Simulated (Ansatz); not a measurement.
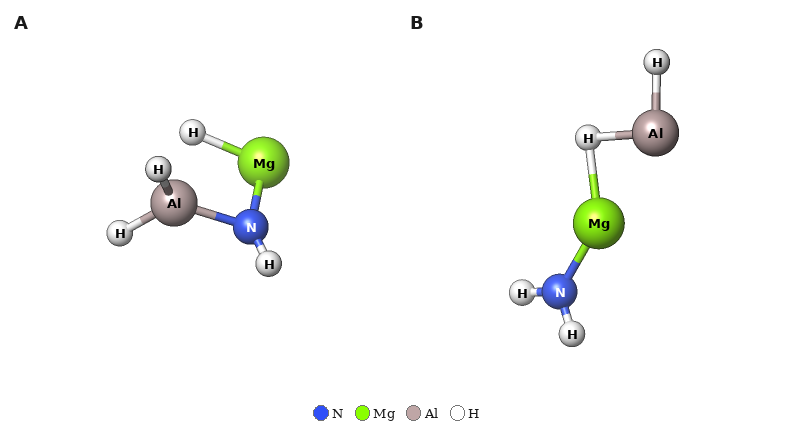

2 stationary structures of one formula. Geometries: PBE0-D4/def2-TZVP. Electronic energies: r2SCAN-D4/def2-TZVPP (Ansatz 0.2.0), without zero-point energy. No frequency run is at hand to confirm each as a minimum. Each is one conformer, not always the lowest.

Which is lowest in energy, and by how much?

A is lowest (Cs); B lies 0.454 eV above it.
